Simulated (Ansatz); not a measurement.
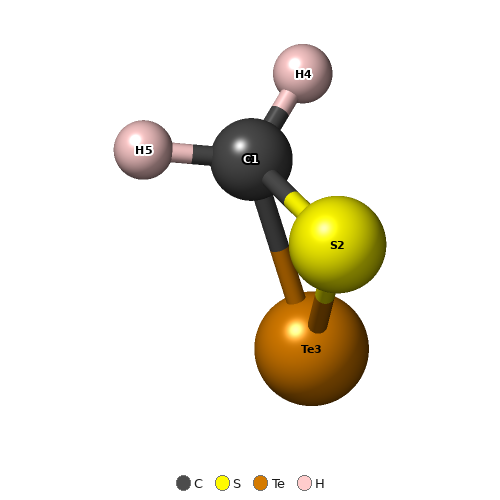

The system is CH₂STe (SMILES C1S[Te]1) with the probe HF; the picture shows it without the atoms that are moved over the map. The probe is moved over a plane parallel to the molecule's main plane, 3.24 Å above it. The first coordinate is: x of the probe's F atom; the second: y of the probe's F atom. Nothing is relaxed (molecule and probe rigid, the probe upright with F nearest the plane). Grid: 11 × 11 points. Energies: kJ/mol, counted from molecule and probe far apart, each relaxed in its own basis (no counterpoise correction). The calculation used RKS PBE-D4/def2-SVPD (Ansatz).

Range: x of the probe's F atom from −2.80 to 2.80 Å; y of the probe's F atom from −2.80 to 2.80 Å.

**What will the energy surface look like?**

The lowest grid point is at x of the probe's F atom = 0.56 Å, y of the probe's F atom = 2.24 Å, −8.4 kJ/mol from molecule and probe far apart, each relaxed in its own basis (no counterpoise correction). No other kind of well shows on this grid. The highest grid point, x of the probe's F atom = −1.68 Å, y of the probe's F atom = −0.56 Å, lies 12.4 kJ/mol above the lowest. Near the minimum the curvatures are about 0.034 and 0.04 eV/Å² along the soft and the stiff direction.

```
y of the probe's F atom ↓, x of the probe's F atom →  −2.80  −2.24  −1.68  −1.12  −0.56  0.00  0.56  1.12  1.68  2.24  2.80
                                                2.80   −2.4   −2.9   −3.7   −4.8   −6.0  −7.0  −7.6  −7.2  −6.1  −4.7  −3.3
                                                2.24   −2.7   −3.2   −4.0   −5.2   −6.6  −7.7  −8.4  −8.1  −6.9  −5.3  −3.7
                                                1.68   −2.7   −2.8   −3.3   −4.6   −6.1  −7.4  −8.1  −7.9  −6.9  −5.4  −3.8
                                                1.12   −2.0   −1.4   −1.4   −2.7   −4.6  −6.1  −6.8  −6.7  −6.0  −4.9  −3.6
                                                0.56   −0.9    0.7    1.3    0.2   −2.1  −4.1  −5.0  −4.9  −4.4  −3.7  −2.8
                                                0.00    0.0    2.3    3.6    2.8    0.5  −1.7  −2.8  −2.8  −2.5  −2.2  −1.9
                                               −0.56    0.1    2.5    4.0    3.7    1.9   0.1  −0.7  −0.7  −0.7  −0.9  −1.1
                                               −1.12   −0.5    1.3    2.6    2.6    1.7   0.8   0.5   0.5   0.3  −0.2  −0.7
                                               −1.68   −1.3   −0.3    0.5    0.7    0.5   0.4   0.6   0.7   0.5   0.0  −0.5
                                               −2.24   −1.7   −1.2   −0.9   −0.7   −0.5  −0.2   0.1   0.2   0.1  −0.2  −0.4
                                               −2.80   −1.6   −1.4   −1.3   −1.1   −0.9  −0.7  −0.4  −0.3  −0.3  −0.3  −0.3
```

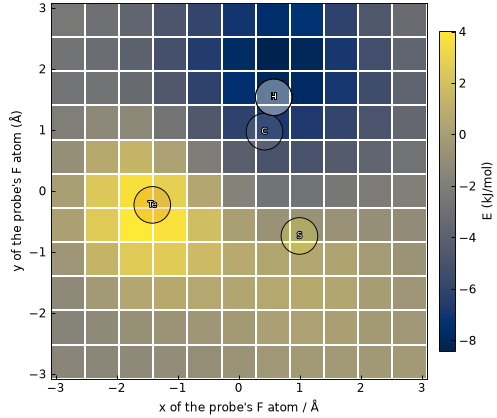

In the figure: one coloured cell a grid point, labelled circles for the molecule's atoms, projected on the plane.

Each point was launched as `ansatz run input.yaml --threads 1 --pin off --max-ram 2560MiB --backend cpu --events-out ev --progress --plain --runs-dir out`. The whole map (121 points run) took 12 min on 1 thread of Arm Neoverse V1 (shared host).
